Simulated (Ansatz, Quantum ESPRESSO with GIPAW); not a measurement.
# Solid-state NMR of C6H12N3PS by GIPAW, part 2 of 2

What would the 13C NMR spectrum of C6H12N3PS look like, and which site gives which line?

Quantum ESPRESSO with GIPAW; PBEsol.

So far. Step 3 (Magnetic response): An axis of order three or more runs through S and P, so two principal values coincide and the skew is ±1. In this run the largest span is that of P (site symmetry 3m), with principal values 249.4, 249.4 and 425.3 ppm. On S the least shielded direction lies along its short bond to P.

### 4. Field gradients

Level of this step: DFT, PBEsol, plane-wave PAW, default files, scalar-relativistic, field gradients (Ansatz).

2H, 14N and 33S have a quadrupole moment, which couples to the field gradient and broadens the lines. The gradient is a property of the ground-state density and needs no response; it is taken from a second code that counts the whole PAW charge. C_Q = eQV_zz/h, with Q = 0.00285783 barn for 2H, 0.02044 barn for 14N, -0.0694 barn for 33S.

This step: DFT, PBEsol, plane-wave PAW, default files (PAW set soft_2), scalar-relativistic, field gradients (Ansatz 0.2.0), on the same atoms.

input.yaml

```yaml
crystal:
  lattice:
    - [4.6635807759, 2.6925196163, 2.7535569184]
    - [-4.6635807759, 2.6925196163, 2.7535569184]
    - [0.0, -5.3850392327, 2.7535569184]
  atoms:
    - { symbol: S, position: [0.2420831402, 0.2420831402, 0.2420831402] }
    - { symbol: P, position: [0.003865777, 0.003865777, 0.003865777] }
    - { symbol: "N", position: [0.8111997746, 0.5476461332, 0.8111997746] }
    - { symbol: "N", position: [0.5476461332, 0.8111997746, 0.8111997746] }
    - { symbol: "N", position: [0.8111997746, 0.8111997746, 0.5476461332] }
    - { symbol: C, position: [0.5845537744, 0.5845537744, 0.8398115781] }
    - { symbol: C, position: [0.5845537744, 0.8398115781, 0.5845537744] }
    - { symbol: C, position: [0.8398115781, 0.5845537744, 0.5845537744] }
    - { symbol: C, position: [0.9996335698, 0.698093864, 0.9996335698] }
    - { symbol: C, position: [0.698093864, 0.9996335698, 0.9996335698] }
    - { symbol: C, position: [0.9996335698, 0.9996335698, 0.698093864] }
    - { symbol: H, position: [0.4504702959, 0.4504702959, 0.7062007937] }
    - { symbol: H, position: [0.4504702959, 0.7062007938, 0.4504702959] }
    - { symbol: H, position: [0.7062007938, 0.4504702959, 0.4504702959] }
    - { symbol: H, position: [0.5633066726, 0.5633066726, 1.0126462035] }
    - { symbol: H, position: [0.5633066725, 1.0126462035, 0.5633066725] }
    - { symbol: H, position: [1.0126462035, 0.5633066725, 0.5633066725] }
    - { symbol: H, position: [0.6652467526, 0.9759649769, 0.1680504384] }
    - { symbol: H, position: [0.1680504384, 0.6652467526, 0.9759649769] }
    - { symbol: H, position: [0.9759649769, 0.1680504384, 0.6652467525] }
    - { symbol: H, position: [0.9759649769, 0.6652467526, 0.1680504384] }
    - { symbol: H, position: [0.6652467526, 0.1680504384, 0.9759649769] }
    - { symbol: H, position: [0.1680504384, 0.9759649769, 0.6652467525] }
kpoints:
  mp_grid: { grid: [3, 3, 3] }
scf:
  occupations: { method: fixed }
hamiltonian:
  xc: pbesol
  pseudopotentials: { kind: paw, frozen_core: stored }
output:
  forces: false
  stress: false
  efg:
    quadrupole_moments_barn: { S: -0.0694, "N": 0.02044, H: 0.00285783 }
```

On the command line:

```console
$ ansatz run input.yaml --threads 4 --pin off --max-ram 16384MiB --backend cpu --events-out ev --progress --plain --runs-dir out
```

What it wrote:

```text
[... set-up, SCF cycles and energies left out ...]
--- PAW observables at the nuclei: V_zz in 10²¹ V/m², potentials from the cell's mean, atoms counted from 1 ---
  atom   1  S  V_zz =   +18.779509   η = 0.0000   by run symmetry: allowed   C_q = -31.5136 MHz
  atom   2  P  V_zz =    +1.215043   η = 0.0000   by run symmetry: allowed
  atom   3  N  V_zz =   -10.447195   η = 0.1649   by run symmetry: allowed   C_q = -5.1634 MHz
  atom   4  N  V_zz =   -10.447195   η = 0.1649   by run symmetry: allowed   C_q = -5.1634 MHz
  atom   5  N  V_zz =   -10.447195   η = 0.1649   by run symmetry: allowed   C_q = -5.1634 MHz
  atom   6  C  V_zz =    -2.524073   η = 0.8735   by run symmetry: allowed
  atom   7  C  V_zz =    -2.524073   η = 0.8735   by run symmetry: allowed
  atom   8  C  V_zz =    -2.524073   η = 0.8735   by run symmetry: allowed
  atom   9  C  V_zz =    +2.205720   η = 0.5865   by run symmetry: allowed
  atom  10  C  V_zz =    +2.205720   η = 0.5865   by run symmetry: allowed
  atom  11  C  V_zz =    +2.205720   η = 0.5865   by run symmetry: allowed
  atom  12  H  V_zz =    +2.504905   η = 0.0351   by run symmetry: allowed   C_q = +0.1731 MHz
  atom  13  H  V_zz =    +2.504905   η = 0.0351   by run symmetry: allowed   C_q = +0.1731 MHz
  atom  14  H  V_zz =    +2.504905   η = 0.0351   by run symmetry: allowed   C_q = +0.1731 MHz
  atom  15  H  V_zz =    +2.536451   η = 0.0599   by run symmetry: allowed   C_q = +0.1753 MHz
  atom  16  H  V_zz =    +2.536451   η = 0.0599   by run symmetry: allowed   C_q = +0.1753 MHz
  atom  17  H  V_zz =    +2.536451   η = 0.0599   by run symmetry: allowed   C_q = +0.1753 MHz
  atom  18  H  V_zz =    +2.603048   η = 0.0740   by run symmetry: allowed   C_q = +0.1799 MHz
  atom  19  H  V_zz =    +2.603048   η = 0.0740   by run symmetry: allowed   C_q = +0.1799 MHz
  atom  20  H  V_zz =    +2.603048   η = 0.0740   by run symmetry: allowed   C_q = +0.1799 MHz
  atom  21  H  V_zz =    +2.603048   η = 0.0740   by run symmetry: allowed   C_q = +0.1799 MHz
  atom  22  H  V_zz =    +2.603048   η = 0.0740   by run symmetry: allowed   C_q = +0.1799 MHz
  atom  23  H  V_zz =    +2.603048   η = 0.0740   by run symmetry: allowed   C_q = +0.1799 MHz
[the lines on potentials at the nuclei are left out]
```

The job ended after 3 s (4 threads of Arm Neoverse V1, shared host; peak memory 0.5 GiB).

The coupling of 33S on S (spin 3/2, C_Q -31.51 MHz) is strong: ν_Q = 3C_Q/[2I(2I−1)] reaches 51 % of the Zeeman splitting at 9.4 T. Second-order theory fails there; such lines are recorded static at high field, or by NQR.

### 5. Sites, surroundings and shifts

Spectra are read against a reference compound, and shifts rise as shieldings fall. A slope other than one corrects for the functional's tendency to overstate or understate differences of shielding. For ¹H and ⁷Li, with little paramagnetic shielding, slope and scatter come mostly from geometry, vibration and the shape term.

To turn shieldings into shifts, lines fitted to measured solids are used. 13C: δ = (162.2 − σ), zero at TMS, fitted to 6 measured values, from C, KHCO3, Li2CO3, MgCO3, Na2CO3 and SiC, with a scatter of 0.77 ppm r.m.s., on σ without the shape term; 1H: δ = (29.71 − σ) / 1.204, zero at TMS, fitted to 11 measured values, from Ca(BH4)2, Ca(OH)2, CsH2PO4, LiBH4, LiH, MgH2, NaH, NaOH and NH4H2PO4, with a scatter of 0.61 ppm r.m.s., with σ taken with the shape term of a sphere (6.2 ppm here). Kinds of site that fitted badly were split off after the misses were seen, so the scatter is that of the points kept.

Covalently bonded atoms count as neighbours within 1.18 times the sum of their radii. Otherwise a cation's neighbours lie within 1.2 times its shortest bond (1.3 for large cations, each anion's radius taken off where they differ), and an anion's are the cations that count it.

```
site  atom no.  atoms in cell  surroundings     bonds (Å)  δ_iso (ppm)  C_Q (MHz)   η_Q
   S         1              1    bound to P         1.968            -      -31.5  0.00
   P         2              1          PSC3  1.84 to 1.97            -          -     -
   N         3              3   bound to C3         1.466            -      -5.16  0.16
C(1)         6              3         CN2H2  1.11 to 1.47         71.8          -     -
C(2)         9              3         CNH2P  1.10 to 1.84         59.4          -     -
H(1)        12              3    bound to C         1.106         3.91      0.173  0.04
H(2)        15              3    bound to C         1.105         3.61      0.175  0.06
H(3)        18              6    bound to C         1.104         3.07      0.180  0.07
```

The 2 C sites spread over 12.4 ppm in shielding, from C(1) (least shielded) to C(2). The 3 H sites spread over 1.00 ppm in shielding, from H(1) (least shielded) to H(3).

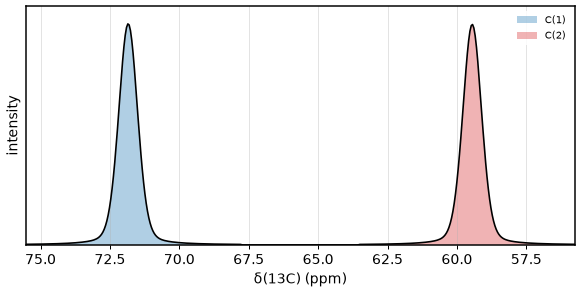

Simulated spectrum: 13C MAS at 25 kHz, 11.7 T (125.3 MHz), lines broadened by 0.8 ppm; rigid lattice, with dipolar and J couplings left out. Lines over 1.5 % of the strongest (ppm: area): 71.8: 1.00, 59.4: 1.00.

At this broadening the 2 isotropic lines are resolved.

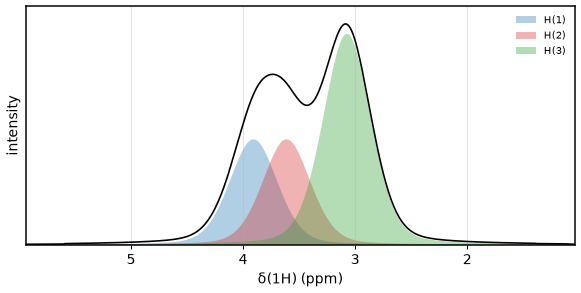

Simulated spectrum: 1H MAS at 40 kHz, 9.4 T (400.2 MHz), lines broadened by 0.5 ppm; rigid lattice, with dipolar and J couplings left out. Lines over 1.5 % of the strongest (ppm: area): 3.76: 1.00, 3.07: 1.00.

At this broadening the 3 sites give 2 resolved isotropic lines.

### 6. Results

```yaml
13c_shift: 71.8, 59.4 ppm
1h_shift: 3.91, 3.61, 3.07 ppm
2h_size_of_c_q: 0.173, 0.175, 0.180 MHz
31p_shielding_without_shape_term: 308.0 ppm
15n_shielding_without_shape_term: 163.4 ppm
14n_size_of_c_q: 5.16 MHz
33s_shielding_without_shape_term: 664.3 ppm
33s_size_of_c_q: 31.51 MHz
```

13C has 2 sites, in the ratio 1:1: C(1) (CN2H2) at a shift of 71.8 and C(2) (CNH2P) at a shift of 59.4 ppm. 1H has 3 sites, in the ratio 1:1:2: H(1) (bound to C) at a shift of 3.91, H(2) (bound to C) at a shift of 3.61 and H(3) (bound to C) at a shift of 3.07 ppm. The closest two lie 0.30 ppm apart, less than the scatter of the reference line; errors within one crystal cancel in part, but their order is not certain. No sound run at another cutoff or mesh is at hand, so convergence rests on the f-sum rule and on experience with these files. Hydrogen's values are less sure: spans of ¹H carry errors of some ppm on PAW files, the bulk susceptibility matters on its narrow scale, and it is treated as a fixed classical nucleus at 0 K. This build of gipaw.x prints that it is not audited and that its numbers are no references by themselves. It also reports spline_ps as false although the input sets it; why was not traced. The field gradients use PAW files made for PBE. The sphere term behind these shifts is unreliable in hexagonal and trigonal cells, by up to a few ppm.

[Banner, clock, file and message-heading lines were taken out of the pw.x and gipaw.x logs.]

[Logs are printed without paths, hosts, clocks, repeated set-up lines and the standing remarks that a program may print on its own settings, such as how far it seeks lower states.]

[Hosts, paths, dates, database ids (printed as entryN), source tags and the programs' standing remarks are cut or masked in the printed files.]

[Where no reference line passes its bar on scatter, no shift is given, so a measured shift of this compound may stand uncompared.]
